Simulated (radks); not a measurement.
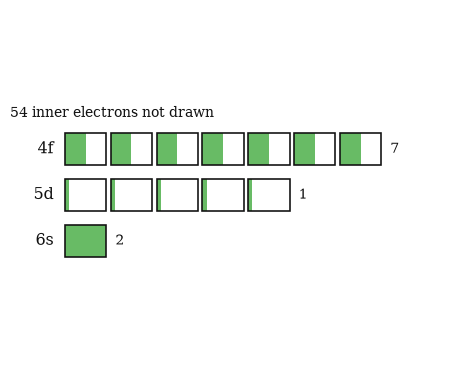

*The outer shells as the input fills them: a box for each of the 2l + 1 orbitals, shaded by the share of the shell that is filled, with the electron count at the right.*

**Atomic calculation for Gd**

- system: the neutral gadolinium atom in the configuration [Xe] 4f7 5d1 6s2 (4f5/2: 6, 4f7/2: 1, 5d3/2: 1).
- method: Dirac Kohn-Sham, PBE, spin-unpolarised, spherical densities, finite nucleus (the in-house radial solver radks)

## What the run reported

```tsv
quantity	value
outcome	converged
total energy	−11279.3169 hartree
kinetic energy	12298.0701 hartree
electron–nucleus energy	−27707.5579 hartree
Hartree energy	4379.9756 hartree
exchange–correlation energy	−249.804734 hartree
radius at density 0.001 e/bohr³	5.24 bohr
SCF iterations	14
hardware	1 thread of Arm Neoverse V2, 23 GiB of memory available, shared host
```

## What is odd here

A numerical setting was moved from its usual value: mesh step h = 0.03. The program ran to the end, and its total energy equals that of the same run with the usual input (−11279.31688 hartree) within 10⁻⁵ hartree, so the oddity leaves no trace in it.

## The input
```
Z 64
configuration [Xe] 4f7 5d1 6s2
relativity Dirac
functional pbe,pbe
spin unpolarised
j_filling energy
nucleus finite rms 5.1569 fm
c 137.035999084
mesh_step 0.03
max_iterations 65
```

Energies in input and log are in hartree, lengths in bohr (the nuclear radius in fm).

Launched within a batch (the task file carries these settings):
```bash
python <driver script> task.json out
```

## Log
```
1s1/2   1   2.0000       -1839.00216261
2s1/2   1   2.0000        -303.48108883
2p1/2   1   2.0000        -288.18755824
2p3/2   1   4.0000        -262.61592236
3s1/2   1   2.0000         -67.26202533
3p1/2   1   2.0000         -60.62981721
3p3/2   1   4.0000         -55.38444142
3d3/2   1   4.0000         -43.92581850
3d5/2   1   6.0000         -42.78305835
4s1/2   1   2.0000         -13.53873879
4p1/2   1   2.0000         -10.95596728
4p3/2   1   4.0000          -9.78909033
4d3/2   1   4.0000          -5.53288310
4d5/2   1   6.0000          -5.32195806
4f5/2   1   6.0000          -0.32433121
4f7/2   1   1.0000          -0.29669833
5s1/2   1   2.0000          -1.81908607
5p1/2   1   2.0000          -1.10964091
5p3/2   1   4.0000          -0.95024100
5d3/2   1   1.0000          -0.09694797
5d5/2   1   0.0000          -0.08723589
6s1/2   1   2.0000          -0.15058701
Etot -11279.316883377709
Ekin 12298.070143564715
Encl -27707.557938372425
Eh 4379.975645430934
Exc -249.80473400093263
err 5.098474547524085e-10
it 14
```
